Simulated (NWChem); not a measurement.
# C2H9BOSi (SMILES CCBO[SiH3]): levels of theory compared

Aim: a comparison of 3 runs (HF/def2-SVP, B2PLYP/def2-SVP, PBE0/def2-SVP) of C2H9BOSi. 

The results are computed with NWChem 7.3.0.

## 1. The structure to begin with

C2H9BOSi has 14 atoms, charge 0, and is taken as a singlet. SMILES: `CCBO[SiH3]`. The shape is that of a PBE0-D4/def2-TZVP optimisation. This is one conformer, not always the lowest.

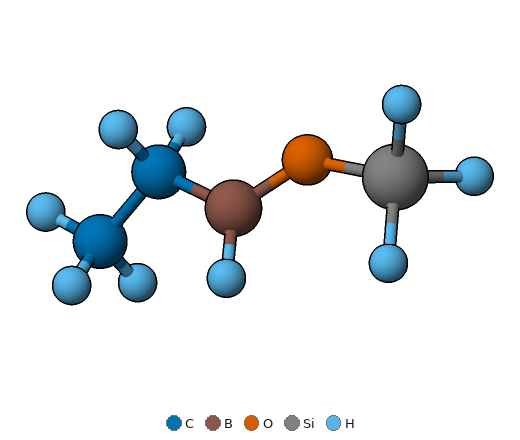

The structure, seen from a chosen angle (carbon blue, boron brown, oxygen orange, silicon grey, hydrogen blue).

## 2. Energy and gradient at HF/def2-SVP (run 1)

c2h9bosi.nw

```
start c2h9bosi
title "C2H9BOSi gradient"
memory total 2200 mb
charge 0

geometry noautosym nocenter noautoz
  C       -1.610600       1.298300       1.356100
  C       -0.218300       1.122300       0.759700
  B        0.049000      -0.257500       0.075400
  O        0.989700      -0.363700      -0.896100
  Si       1.544600      -1.654600      -1.765800
  H       -1.707600       2.243100       1.895900
  H       -1.846300       0.491400       2.054700
  H       -2.379900       1.286000       0.579500
  H        0.533300       1.193100       1.562800
  H        0.029900       1.939200       0.073200
  H       -0.543000      -1.256700       0.413000
  H        0.822000      -2.892800      -1.375400
  H        2.995500      -1.806400      -1.499000
  H        1.328600      -1.370900      -3.205100
end

basis spherical bse
  * library def2-SVP
end

scf
  singlet
  rhf
  thresh 1e-08
  maxiter 80
end

task scf gradient
```

On the command line:

```sh
$ nwchem c2h9bosi.nw > c2h9bosi.out
```

Output:

```text
[...]
  functions       =   119
[...]
  wavefunction    = RHF
[...]
         Total SCF energy =   -469.319003214236
      One-electron energy =  -1061.981511943082
      Two-electron energy =    382.746011173453
 Nuclear repulsion energy =    209.916497555393
        Time for solution =     21.0s
[...]
                         RHF ENERGY GRADIENTS
    atom               coordinates                        gradient
                 x          y          z           x          y          z
   1 C      -3.043593   2.453431   2.562657    0.002958  -0.000812  -0.001408
   2 C      -0.412527   2.120839   1.435625   -0.001798  -0.007223  -0.004200
   3 B       0.092597  -0.486604   0.142485   -0.004511   0.002830   0.006040
   4 O       1.870262  -0.687293  -1.693383    0.005813   0.000434  -0.006014
   5 Si      2.918871  -3.126741  -3.336878   -0.005166   0.003275   0.005983
   6 H      -3.226896   4.238844   3.582732    0.000161   0.000435   0.000297
   7 H      -3.489001   0.928611   3.882820    0.000052  -0.000719  -0.000014
   8 H      -4.497359   2.430188   1.095096    0.000113  -0.000190  -0.000278
   9 H       1.007791   2.254632   2.953264    0.000643   0.000430   0.000799
  10 H       0.056503   3.664557   0.138328    0.000716   0.001179  -0.000184
  11 H      -1.026121  -2.374819   0.780457    0.000515   0.000393  -0.000498
[...]
```

It took 27 s on 1 thread of AMD EPYC 9R14 (Zen 4), shared host; peak memory 0.1 GiB.

## 3. A single-point energy at B2PLYP/def2-SVP (run 2)

nw.nw

```
start nw
title "C2H9BOSi energy"
memory total 2200 mb

geometry units atomic noautosym nocenter noautoz
 C   -3.04359290   2.45343143   2.56265760
 C   -0.41252721   2.12083963   1.43562494
 B    0.09259658  -0.48660448   0.14248535
 O    1.87026195  -0.68729339  -1.69338358
 Si   2.91887097  -3.12674085  -3.33687839
 H   -3.22689633   4.23884467   3.58273176
 H   -3.48900134   0.92861142   3.88282027
 H   -4.49735920   2.43018780   1.09509629
 H    1.00779094   2.25463224   2.95326399
 H    0.05650281   3.66455690   0.13832795
 H   -1.02612129  -2.37481882   0.78045689
 H    1.55335487  -5.46659973  -2.59912931
 H    5.66067461  -3.41360127  -2.83269946
 H    2.51069013  -2.59062554  -6.05676120
end

basis spherical bse
 C library def2-SVP
 B library def2-SVP
 O library def2-SVP
 Si library def2-SVP
 H library def2-SVP
end

dft
 xc hfexch 0.53 becke88 0.47 lyp 0.73 mp2 0.27
 dftmp2 semidirect
 mult 1
 grid fine
 convergence energy 1e-08
 maxiter 100
 mulliken
 print medium
end

mp2
 freeze core 9
end

task dft energy
```

On the command line:

```sh
$ nwchem nw.nw > nw.out
```

Output:

```text
[...]
          Wavefunction type:  closed shell.
          No. of atoms     :    14
          No. of electrons :    48
[...]
          Charge           :     0
          Spin multiplicity:     1
[...]
          AO basis - number of functions:   119
[...]
              XC Information
              --------------
                     Hartree-Fock (Exact) Exchange  0.530
                    Becke 1988 Exchange Functional  0.470
              Lee-Yang-Parr Correlation Functional  0.730
[...]
 d= 0,ls=0.0,diis     1   -470.4297945919 -6.80D+02  7.60D-03  4.98D-01     2.8
[...]
 d= 0,ls=0.0,diis     8   -470.5003518874 -7.66D-09  8.85D-07  2.15D-08    19.4
         Total DFT energy =     -470.500351887430
      One electron energy =    -1062.323375597357
           Coulomb energy =      429.229638253826
    Exchange-Corr. energy =      -47.323096897764
 Nuclear repulsion energy =      209.916482353866
[...]
      Total Density - Mulliken Population Analysis
     ---------------------------------------------
    Atom       Charge   Shell Charges
 -----------   ------   -------------------------------------------------------
    1 C    6     6.01   1.99  0.88  0.14  2.09  0.88  0.03
    2 C    6     6.11   1.99  0.89  0.19  2.12  0.90  0.03
    3 B    5     4.78   1.99  0.80  0.11  1.49  0.26  0.13
    4 O    8     8.40   1.99  1.06  0.62  2.93  1.79  0.01
    5 Si  14    13.29   2.00  1.99  0.98  0.13  5.93  1.22  0.75  0.29
    6 H    1     0.99   0.75  0.21  0.02
    7 H    1     0.98   0.75  0.20  0.02
    8 H    1     0.98   0.75  0.21  0.02
    9 H    1     0.97   0.74  0.20  0.03
   10 H    1     0.97   0.75  0.20  0.03
[...]
  Basis functions       =    119
[...]
```

Wall time 24 s (1 thread of AMD EPYC 9R14 (Zen 4), shared host); peak memory 0.48 GiB.

## 4. Energy and forces at PBE0/def2-SVP (run 3)

mymol.nw

```
start mymol
title "C2H9BOSi"
memory stack 880 mb heap 220 mb global 1100 mb
charge 0

geometry units angstrom noautosym nocenter noautoz
C    -1.610600    1.298300    1.356100
C    -0.218300    1.122300    0.759700
B     0.049000   -0.257500    0.075400
O     0.989700   -0.363700   -0.896100
Si    1.544600   -1.654600   -1.765800
H    -1.707600    2.243100    1.895900
H    -1.846300    0.491400    2.054700
H    -2.379900    1.286000    0.579500
H     0.533300    1.193100    1.562800
H     0.029900    1.939200    0.073200
H    -0.543000   -1.256700    0.413000
H     0.822000   -2.892800   -1.375400
H     2.995500   -1.806400   -1.499000
H     1.328600   -1.370900   -3.205100
end

basis spherical bse
* library def2-SVP
end

dft
xc pbe0
grid fine
convergence energy 1e-08
maxiter 100
mulliken
noprint "final vectors analysis"
end

task dft gradient
```

On the command line:

```sh
$ nwchem mymol.nw > mymol.out
```

Output:

```text
[...]
          Wavefunction type:  closed shell.
          No. of atoms     :    14
          No. of electrons :    48
[...]
          Charge           :     0
          Spin multiplicity:     1
[...]
          AO basis - number of functions:   119
[...]
              XC Information
              --------------
                         PBE0 Method XC Functional
                     Hartree-Fock (Exact) Exchange  0.250
          PerdewBurkeErnzerhof Exchange Functional  0.750
            Perdew 1991 LDA Correlation Functional  1.000 local
           PerdewBurkeErnz. Correlation Functional  1.000 non-local
[...]
 d= 0,ls=0.0,diis     1   -470.6296599242 -6.81D+02  9.91D-03  5.58D-01     3.1
[...]
 d= 0,ls=0.0,diis     8   -470.6998915066 -1.95D-09  1.85D-06  6.98D-08    19.5
         Total DFT energy =     -470.699891506634
      One electron energy =    -1062.530612055150
           Coulomb energy =      429.395182740830
    Exchange-Corr. energy =      -47.480959747708
 Nuclear repulsion energy =      209.916497555393
[...]
  wavefunction    = closed shell
                         DFT ENERGY GRADIENTS
    atom               coordinates                        gradient
                 x          y          z           x          y          z
   1 C      -3.043593   2.453431   2.562657   -0.005250   0.000503   0.002066
   2 C      -0.412527   2.120839   1.435625    0.005394   0.001538  -0.001008
   3 B       0.092597  -0.486604   0.142485   -0.002699  -0.003609   0.001348
   4 O       1.870262  -0.687293  -1.693383    0.004639  -0.010499  -0.007234
   5 Si      2.918871  -3.126741  -3.336878   -0.004880   0.009176   0.007172
   6 H      -3.226896   4.238844   3.582732    0.000951  -0.004871  -0.002907
   7 H      -3.489001   0.928611   3.882820    0.001611   0.003946  -0.003744
   8 H      -4.497359   2.430188   1.095096    0.004267  -0.000022   0.003727
   9 H       1.007791   2.254632   2.953264   -0.003761   0.000107  -0.003195
  10 H       0.056503   3.664557   0.138328   -0.001758  -0.003641   0.003516
  11 H      -1.026121  -2.374819   0.780457    0.002634   0.004583  -0.001550
[...]
```

Wall time 27 s (1 thread of AMD EPYC 9R14 (Zen 4), shared host); peak memory 0.13 GiB.

## 5. All runs side by side

| run | level | task | iteration cap | energy (Eh) | dipole moment (D) | HOMO energy (eV) | LUMO energy (eV) | wall time |
| --- | --- | --- | --- | --- | --- | --- | --- | --- |
| 1 | HF/def2-SVP | gradient | 80 | -469.319003 | 0.47 | -11.59 | 3.75 | 27 s |
| 2 | B2PLYP/def2-SVP | energy | 100 | -470.715991 | 0.43 | -9.36 | 1.47 | 24 s |
| 3 | PBE0/def2-SVP | gradient | 100 | -470.699892 | 0.39 | – | – | 27 s |

## 6. Results

```
                       quantity          value
            run 3: total energy  -470.69989 Eh
           run 3: dipole moment         0.39 D
run 3: largest force on an atom     0.698 eV/Å
```

The dipole moment (its size) runs from 0.39 D (PBE0/def2-SVP) to 0.47 D (HF/def2-SVP). Totals of different functionals can't be ranked against each other. All runs together took 77 s, the longest 27 s.
